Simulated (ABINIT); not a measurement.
# CsSnI3 (Pm-3m): G0W0 in ABINIT against the bands in the screening

Aim: move the bands in the screening of a G0W0 run on CsSnI3 (Pm-3m) over a wide range.

Calculated with ABINIT 10.8.3; PBE and many-body steps on it, plane waves.

## (1) Starting point

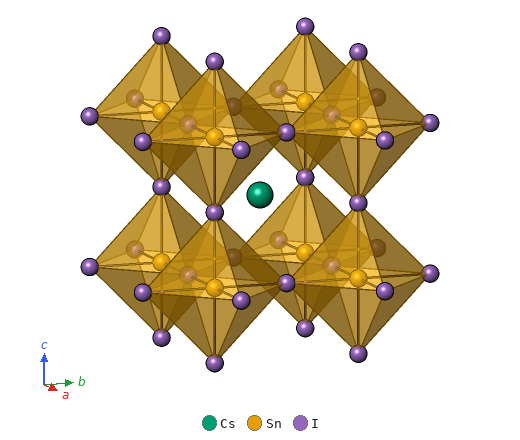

The starting structure, seen slightly off an axis (caesium teal, tin orange, iodine purple). Some periodic images of atoms are drawn too.

The cell and positions are those that the Materials Project relaxed with its own functionals (PBE, PBE+U or r2SCAN), kept fixed. Spin-orbit coupling is left out unless a step names it.

## (2) Screening, 2×2×2 mesh, 30 bands, screening to 106.1 eV

This step: ABINIT 10.8.3; RPA screening on PBE, plane waves, norm-conserving pseudopotentials.

The RPA dielectric matrix is built and inverted for each q.

File run.abi:

```
acell 3*1.0 Angstrom
rprim 
  6.286228000000 0.000000000000 0.000000000000
  0.000000000000 6.286228000000 0.000000000000
  0.000000000000 0.000000000000 6.286228000000
ntypat 3
znucl 55 50 53
natom 5
typat 1 2 3 3 3
xred 
  0.500000000000 0.500000000000 0.500000000000
  0.000000000000 0.000000000000 0.000000000000
  0.500000000000 0.000000000000 0.000000000000
  0.000000000000 0.000000000000 0.500000000000
  0.000000000000 0.500000000000 0.000000000000
pp_dirpath "pseudos"
pseudos "Cs.upf, Sn.upf, I.upf"
ecut 32
ngkpt 2 2 2
nshiftk 1
shiftk 0 0 0
kptopt 1
chksymbreak 0
istwfk *1
occopt 1
irdwfk 1
optdriver 3
nband 30
ecuteps 3.9
inclvkb 2
awtr 1
symchi 1
indata_prefix "in"
outdata_prefix "out"
tmpdata_prefix "tmp"
```

On the command line:

```console
$ OMP_NUM_THREADS=1 mpirun -n 8 abinit run.abi > log
```

Output:

```text
.Version 10.8.3 of ABINIT. v10.8.2 released Aug 2026.

 Symmetries : space group Pm -3 m (#221); Bravais cP (primitive cubic)
[... echo of the input left out ...]
== DATASET  1 ==================================================================
-   mpi_nproc: 8, omp_nthreads: 1 (-1 if OMP is not activated)

--- !DatasetInfo
iteration_state: {dtset: 1, }
dimensions: {natom: 5, nkpt: 4, mband: 30, nsppol: 1, nspinor: 1, nspden: 1, mpw: 14592, }
cutoff_energies: {ecut:  32.0, pawecutdg:  -1.0, }
electrons: {nelect:   4.40000000E+01, charge:   0.00000000E+00, occopt:   1.00000000E+00, tsmear:   1.00000000E-02, }

 SCREENING: Calculation of the susceptibility and dielectric matrices

 Based on a program developped by R.W. Godby, V. Olevano, G. Onida, and L. Reining.
 Incorporated in ABINIT by V. Olevano, G.-M. Rignanese, and M. Torrent.
.Using double precision arithmetic ; gwpc =  8

[... cell and pseudopotentials left out ...]
--------------------------------------------------------------------------------

 ==== K-mesh for the wavefunctions ====
 Number of points in the irreducible wedge :     4
[... list of points left out ...]
 Together with 48 symmetry operations and time-reversal symmetry
 yields     8 points in the full Brillouin Zone.

 ==== Q-mesh for the screening function ====
 Number of points in the irreducible wedge :     4
[... list of points left out ...]
 Together with 48 symmetry operations and time-reversal symmetry
 yields     8 points in the full Brillouin Zone.

 setmesh: FFT mesh size selected  =    45x   45x   45
          total number of points  =        91125

 vcoul_init : cutoff-mode = AUXILIARY_FUNCTION
 q-points for optical limit:   1
     1)      0.000010    0.000020    0.000030

- screening: taking advantage of time-reversal symmetry
- Maximum band index for partially occupied states nbvw = 22
- Remaining bands to be divided among processors   nbcw = 8
- Number of bands treated by each node ~1

 Number of electrons calculated from density =   44.0000; Expected =   44.0000
 average of density, n =  0.026247
 r_s =    2.0874
 omega_plasma =   15.6278 [eV]

 calculating chi0 at frequencies [eV] :
  1    0.000000E+00    0.000000E+00
  2    0.000000E+00    1.562782E+01

--------------------------------------------------------------------------------
  q-point number  1        q = ( 0.000000, 0.000000, 0.000000) [r.l.u.]
--------------------------------------------------------------------------------
[... chi0 elements left out ...]
 For q-point:  0.000010 0.000020 0.000030
  dielectric constant = 107.5058
  dielectric constant without local fields = 141.6264

  Average fulfillment of the sum rule on Im[epsilon] for q-point    1 :     11.33  [%]
[... wings left out ...]
  q-point number  2        q = ( 0.500000, 0.000000, 0.000000) [r.l.u.]
--------------------------------------------------------------------------------
[... chi0 elements left out ...]
  Average fulfillment of the sum rule on Im[epsilon] for q-point    2 :     20.66  [%]

 [... 2 further q-points ...]
```

Wall time 8.3 s (8 MPI ranks of Intel Xeon Platinum 8488C (Sapphire Rapids), shared host); peak memory 3.2 GiB; 64 s of CPU time.

Numbers from this step:

* ε∞ with local fields, on this mesh, along the program's q direction: 107.5
* the same without local fields: 141.6
* plasma frequency: 15.63 eV
* plane waves in the screening matrix: 619

Local fields lower ε∞ by 24 %. The value itself is an artefact of the mesh, where one narrow direct gap carries too much weight.

## (3) 30 bands

This step: G0W0 on PBE, plane waves, norm-conserving pseudopotentials.

Changes to run.abi since step 2:

```diff
@@ -26,8 +26,17 @@
 irdwfk 1
-optdriver 3
-nband 30
+optdriver 4
+nband 164
+gwcalctyp 0
+ecutsigx 32
+symsigma 1
+nkptgw 2
+kptgw 
+  0.5000000000 0.5000000000 0.5000000000
+  0.0000000000 0.0000000000 0.0000000000
+bdgw 
+  19 25
+  20 25
 ecuteps 3.9
-inclvkb 2
-awtr 1
-symchi 1
+irdscr 1
+ppmodel 1
 indata_prefix "in"
```

Output:

```text
.Version 10.8.3 of ABINIT. v10.8.2 released Aug 2026.

 Symmetries : space group Pm -3 m (#221); Bravais cP (primitive cubic)
[... echo of the input left out ...]
== DATASET  1 ==================================================================
-   mpi_nproc: 8, omp_nthreads: 1 (-1 if OMP is not activated)

--- !DatasetInfo
iteration_state: {dtset: 1, }
dimensions: {natom: 5, nkpt: 4, mband: 164, nsppol: 1, nspinor: 1, nspden: 1, mpw: 14592, }
cutoff_energies: {ecut:  32.0, pawecutdg:  -1.0, }
electrons: {nelect:   4.40000000E+01, charge:   0.00000000E+00, occopt:   1.00000000E+00, tsmear:   1.00000000E-02, }

 SIGMA: Calculation of the GW corrections

 Based on a program developped by R.W. Godby, V. Olevano, G. Onida, and L. Reining.
 Incorporated in ABINIT by V. Olevano, G.-M. Rignanese, and M. Torrent.
.Using double precision arithmetic ; gwpc =  8

[... cell and pseudopotentials left out ...]
--------------------------------------------------------------------------------

 ==== K-mesh for the wavefunctions ====
 Number of points in the irreducible wedge :     4
[... list of points left out ...]
 Together with 48 symmetry operations and time-reversal symmetry
 yields     8 points in the full Brillouin Zone.

 ==== Q-mesh for screening function ====
 Number of points in the irreducible wedge :     4
[... list of points left out ...]
 Together with 48 symmetry operations and time-reversal symmetry
 yields     8 points in the full Brillouin Zone.

 vcoul_init : cutoff-mode = AUXILIARY_FUNCTION
 q-points for optical limit:   1
     1)      0.000010    0.000020    0.000030
 setmesh: FFT mesh size selected  =    64x   64x   64
          total number of points  =       262144

 Number of electrons calculated from density =   44.0000; Expected =   44.0000
 average of density, n =  0.026247
 r_s =    2.0874
 omega_plasma =   15.6278 [eV]

 === KS Band Gaps ===
  >>>> For spin  1
   Minimum direct gap =   0.4710 [eV], located at k-point      :   0.5000  0.5000  0.5000
   Fundamental gap    =   0.4710 [eV], Top of valence bands at :   0.5000  0.5000  0.5000
                                       Bottom of conduction at :   0.5000  0.5000  0.5000
 SIGMA fundamental parameters:
 PLASMON POLE MODEL  1
 number of plane-waves for SigmaX                14411
 number of plane-waves for SigmaC and W            619
 number of plane-waves for wavefunctions         14411
 number of bands                                   164
 number of independent spin polarizations            1
 number of spinorial components                      1
 number of k-points in IBZ                           4
 number of q-points in IBZ                           4
 number of symmetry operations                      48
 number of k-points in BZ                            8
 number of q-points in BZ                            8
 number of frequencies for dSigma/dE                 9
 frequency step for dSigma/dE [eV]                0.25
 number of omega for Sigma on real axis              0
 max omega for Sigma on real axis  [eV]           0.00
 zcut for avoiding poles [eV]                     0.10

 EPSILON^-1 parameters (SCR file):
 dimension of the eps^-1 matrix on file            619
 dimension of the eps^-1 matrix used               619
 number of plane-waves for wavefunctions         14411
 number of bands                                    30
 number of q-points in IBZ                           4
 number of frequencies                               2
 number of real frequencies                          1
 number of imag frequencies                          1

 matrix elements of self-energy operator (all in [eV])

 Perturbative Calculation

--- !SelfEnergy_ee
iteration_state: {dtset: 1, }
kpoint     : [   0.500,    0.500,    0.500, ]
spin       : 1
KS_gap     :    0.471
QP_gap     :    1.049
Delta_QP_KS:    0.578
data: !SigmaeeData |
     Band     E0 <VxcDFT>   SigX SigC(E0)      Z dSigC/dE  Sig(E)    E-E0       E
       19   0.434 -11.246 -14.014   2.596   0.765  -0.308 -11.377  -0.131   0.303
       20   0.434 -11.246 -14.014   2.596   0.765  -0.308 -11.377  -0.131   0.303
       21   0.434 -11.246 -14.014   2.596   0.765  -0.308 -11.377  -0.131   0.303
       22   1.957 -12.174 -13.643   1.643   0.771  -0.297 -12.040   0.134   2.091
       23   2.428  -9.575  -6.406  -2.246   0.772  -0.296  -8.863   0.712   3.140
       24   2.428  -9.575  -6.406  -2.246   0.772  -0.296  -8.863   0.712   3.140
[...]
--- !SelfEnergy_ee
iteration_state: {dtset: 1, }
kpoint     : [   0.000,    0.000,    0.000, ]
spin       : 1
KS_gap     :    4.306
QP_gap     :    5.262
Delta_QP_KS:    0.956
data: !SigmaeeData |
     Band     E0 <VxcDFT>   SigX SigC(E0)      Z dSigC/dE  Sig(E)    E-E0       E
[...]
23   4.321  -5.729  -2.349  -2.387   0.824  -0.213  -4.911   0.817   5.139
       24   5.326  -6.045  -2.592  -2.356   0.825  -0.212  -5.140   0.905   6.231
       25   5.326  -6.045  -2.592  -2.356   0.825  -0.212  -5.140   0.905   6.231

== END DATASET(S) ==============================================================
================================================================================

 -outvars: echo values of variables after computation  --------
           etotal      0.0000000000E+00
            nband         164
             nkpt           4
          spgroup         221
 [... the other variables as echoed above ...]

 Calculation completed.
```

The job ended after 25 s (8 MPI ranks; peak memory 3.5 GiB).

This step gave:

| Quantity | Value |
| --- | --- |
| G0W0 gap on the points computed | 1.049 eV |
| starting gap on the mesh | 0.4710 eV |
| k of the valence top | 0.5, 0.5, 0.5 |
| k of the conduction bottom | 0.5, 0.5, 0.5 |
| Z at the valence top | 0.771 |
| Z at the conduction bottom | 0.772 |
| least direct G0W0 gap on the computed points | 1.049 eV |

## (4) Screening, 2×2×2 mesh, 54 bands, screening to 106.1 eV

This step: RPA screening on PBE, plane waves, norm-conserving pseudopotentials.

Changes to run.abi since step 3:

```diff
@@ -26,17 +26,8 @@
 irdwfk 1
-optdriver 4
-nband 164
-gwcalctyp 0
-ecutsigx 32
-symsigma 1
-nkptgw 2
-kptgw 
-  0.5000000000 0.5000000000 0.5000000000
-  0.0000000000 0.0000000000 0.0000000000
-bdgw 
-  19 25
-  20 25
+optdriver 3
+nband 54
 ecuteps 3.9
-irdscr 1
-ppmodel 1
+inclvkb 2
+awtr 1
+symchi 1
 indata_prefix "in"
```

Output:

```text
.Version 10.8.3 of ABINIT. v10.8.2 released Aug 2026.

 Symmetries : space group Pm -3 m (#221); Bravais cP (primitive cubic)
[... echo of the input left out ...]
== DATASET  1 ==================================================================
-   mpi_nproc: 8, omp_nthreads: 1 (-1 if OMP is not activated)

--- !DatasetInfo
iteration_state: {dtset: 1, }
dimensions: {natom: 5, nkpt: 4, mband: 54, nsppol: 1, nspinor: 1, nspden: 1, mpw: 14592, }
cutoff_energies: {ecut:  32.0, pawecutdg:  -1.0, }
electrons: {nelect:   4.40000000E+01, charge:   0.00000000E+00, occopt:   1.00000000E+00, tsmear:   1.00000000E-02, }

 SCREENING: Calculation of the susceptibility and dielectric matrices

 Based on a program developped by R.W. Godby, V. Olevano, G. Onida, and L. Reining.
 Incorporated in ABINIT by V. Olevano, G.-M. Rignanese, and M. Torrent.
.Using double precision arithmetic ; gwpc =  8

[... cell and pseudopotentials left out ...]
--------------------------------------------------------------------------------

 ==== K-mesh for the wavefunctions ====
 Number of points in the irreducible wedge :     4
[... list of points left out ...]
 Together with 48 symmetry operations and time-reversal symmetry
 yields     8 points in the full Brillouin Zone.

 ==== Q-mesh for the screening function ====
 Number of points in the irreducible wedge :     4
[... list of points left out ...]
 Together with 48 symmetry operations and time-reversal symmetry
 yields     8 points in the full Brillouin Zone.

 setmesh: FFT mesh size selected  =    45x   45x   45
          total number of points  =        91125

 vcoul_init : cutoff-mode = AUXILIARY_FUNCTION
 q-points for optical limit:   1
     1)      0.000010    0.000020    0.000030

- screening: taking advantage of time-reversal symmetry
- Maximum band index for partially occupied states nbvw = 22
- Remaining bands to be divided among processors   nbcw = 32
- Number of bands treated by each node ~4

 Number of electrons calculated from density =   44.0000; Expected =   44.0000
 average of density, n =  0.026247
 r_s =    2.0874
 omega_plasma =   15.6278 [eV]

 calculating chi0 at frequencies [eV] :
  1    0.000000E+00    0.000000E+00
  2    0.000000E+00    1.562782E+01

--------------------------------------------------------------------------------
  q-point number  1        q = ( 0.000000, 0.000000, 0.000000) [r.l.u.]
--------------------------------------------------------------------------------
[... chi0 elements left out ...]
 For q-point:  0.000010 0.000020 0.000030
  dielectric constant = 109.8986
  dielectric constant without local fields = 142.4507

  Average fulfillment of the sum rule on Im[epsilon] for q-point    1 :     35.73  [%]
[... wings left out ...]
  q-point number  2        q = ( 0.500000, 0.000000, 0.000000) [r.l.u.]
--------------------------------------------------------------------------------
[... chi0 elements left out ...]
  Average fulfillment of the sum rule on Im[epsilon] for q-point    2 :     50.06  [%]

 [... 2 further q-points ...]
```

Elapsed: 16 s, on 8 MPI ranks; peak memory 3.3 GiB.

Numbers from this step:

```yaml
eps_infinity_with_local_fields_on_this_mesh_along_the_program_s_q_direction: 109.9
the_same_without_local_fields: 142.5
plasma_frequency: 15.63 eV
plane_waves_in_the_screening_matrix: 619
```

## (5) 54 bands

The self-energy is evaluated for the states that the input lists, and the levels follow from it, in one-shot runs by the linearised quasiparticle equation.

This step: G0W0 on PBE, plane waves, norm-conserving pseudopotentials.

Changes to run.abi since step 4:

```diff
@@ -26,8 +26,17 @@
 irdwfk 1
-optdriver 3
-nband 54
+optdriver 4
+nband 164
+gwcalctyp 0
+ecutsigx 32
+symsigma 1
+nkptgw 2
+kptgw 
+  0.5000000000 0.5000000000 0.5000000000
+  0.0000000000 0.0000000000 0.0000000000
+bdgw 
+  19 25
+  20 25
 ecuteps 3.9
-inclvkb 2
-awtr 1
-symchi 1
+irdscr 1
+ppmodel 1
 indata_prefix "in"
```

Output:

```text
.Version 10.8.3 of ABINIT. v10.8.2 released Aug 2026.

 Symmetries : space group Pm -3 m (#221); Bravais cP (primitive cubic)
[... echo of the input left out ...]
== DATASET  1 ==================================================================
-   mpi_nproc: 8, omp_nthreads: 1 (-1 if OMP is not activated)

--- !DatasetInfo
iteration_state: {dtset: 1, }
dimensions: {natom: 5, nkpt: 4, mband: 164, nsppol: 1, nspinor: 1, nspden: 1, mpw: 14592, }
cutoff_energies: {ecut:  32.0, pawecutdg:  -1.0, }
electrons: {nelect:   4.40000000E+01, charge:   0.00000000E+00, occopt:   1.00000000E+00, tsmear:   1.00000000E-02, }

 SIGMA: Calculation of the GW corrections

 Based on a program developped by R.W. Godby, V. Olevano, G. Onida, and L. Reining.
 Incorporated in ABINIT by V. Olevano, G.-M. Rignanese, and M. Torrent.
.Using double precision arithmetic ; gwpc =  8

[... cell and pseudopotentials left out ...]
--------------------------------------------------------------------------------

 ==== K-mesh for the wavefunctions ====
 Number of points in the irreducible wedge :     4
[... list of points left out ...]
 Together with 48 symmetry operations and time-reversal symmetry
 yields     8 points in the full Brillouin Zone.

 ==== Q-mesh for screening function ====
 Number of points in the irreducible wedge :     4
[... list of points left out ...]
 Together with 48 symmetry operations and time-reversal symmetry
 yields     8 points in the full Brillouin Zone.

 vcoul_init : cutoff-mode = AUXILIARY_FUNCTION
 q-points for optical limit:   1
     1)      0.000010    0.000020    0.000030
 setmesh: FFT mesh size selected  =    64x   64x   64
          total number of points  =       262144

 Number of electrons calculated from density =   44.0000; Expected =   44.0000
[...]
number of omega for Sigma on real axis              0
 max omega for Sigma on real axis  [eV]           0.00
 zcut for avoiding poles [eV]                     0.10

 EPSILON^-1 parameters (SCR file):
 dimension of the eps^-1 matrix on file            619
 dimension of the eps^-1 matrix used               619
 number of plane-waves for wavefunctions         14411
 number of bands                                    54
 number of q-points in IBZ                           4
 number of frequencies                               2
 number of real frequencies                          1
 number of imag frequencies                          1

 matrix elements of self-energy operator (all in [eV])

 Perturbative Calculation

--- !SelfEnergy_ee
iteration_state: {dtset: 1, }
kpoint     : [   0.500,    0.500,    0.500, ]
spin       : 1
KS_gap     :    0.471
QP_gap     :    0.872
Delta_QP_KS:    0.401
data: !SigmaeeData |
     Band     E0 <VxcDFT>   SigX SigC(E0)      Z dSigC/dE  Sig(E)    E-E0       E
       19   0.434 -11.246 -14.014   2.615   0.768  -0.302 -11.364  -0.118   0.316
       20   0.434 -11.246 -14.014   2.615   0.768  -0.302 -11.364  -0.118   0.316
       21   0.434 -11.246 -14.014   2.615   0.768  -0.302 -11.364  -0.118   0.316
[...]
--- !SelfEnergy_ee
iteration_state: {dtset: 1, }
kpoint     : [   0.000,    0.000,    0.000, ]
spin       : 1
KS_gap     :    4.306
QP_gap     :    4.770
Delta_QP_KS:    0.464
data: !SigmaeeData |
     Band     E0 <VxcDFT>   SigX SigC(E0)      Z dSigC/dE  Sig(E)    E-E0       E
[...]
24   5.326  -6.045  -2.592  -2.911   0.822  -0.217  -5.599   0.446   5.772
       25   5.326  -6.045  -2.592  -2.911   0.822  -0.217  -5.599   0.446   5.772

== END DATASET(S) ==============================================================
================================================================================

 -outvars: echo values of variables after computation  --------
           etotal      0.0000000000E+00
            nband         164
             nkpt           4
          spgroup         221
 [... the other variables as echoed above ...]

 Calculation completed.
```

The job ended after 25 s (8 MPI ranks; peak memory 3.5 GiB).

This step gave:

- G0W0 gap on the points computed: 0.8720 eV
- starting gap on the mesh: 0.4710 eV
- k of the valence top: 0.5, 0.5, 0.5
- k of the conduction bottom: 0.5, 0.5, 0.5
- Z at the valence top: 0.776
- Z at the conduction bottom: 0.781
- least direct G0W0 gap on the computed points: 0.8720 eV

The gap on the mesh goes from 0.47 eV to 0.87 eV, a correction of +0.40 eV.

(Continued in part 2 of 2.)

[Paths, hosts, dates, memory and timing lines, banners, echoed tables and standing remarks are left out of the program output.]

[Logs are printed without paths, hosts, clocks, repeated set-up lines and the standing remarks that a program may print on its own settings, such as how far it seeks lower states.]

[Runs of the session that timed out or met a known fault of the program may be left out.]

[No measured gap is set beside runs whose start may be inverted or whose files or cutoffs have a known fault.]

[Hosts, paths, dates, database ids (printed as entryN), source tags and the programs' standing remarks are cut or masked in the printed files.]

[G0W0 gaps are taken among the corrected bands and points alone; a level outside them can change the order at an edge.]

[Where Ansatz stands beside ABINIT at settings called matched, ABINIT's density can come from a denser mesh and the files from another edition; pairs whose starting gaps differed by over 0.03 eV were left out, so agreement reads better than it is.]
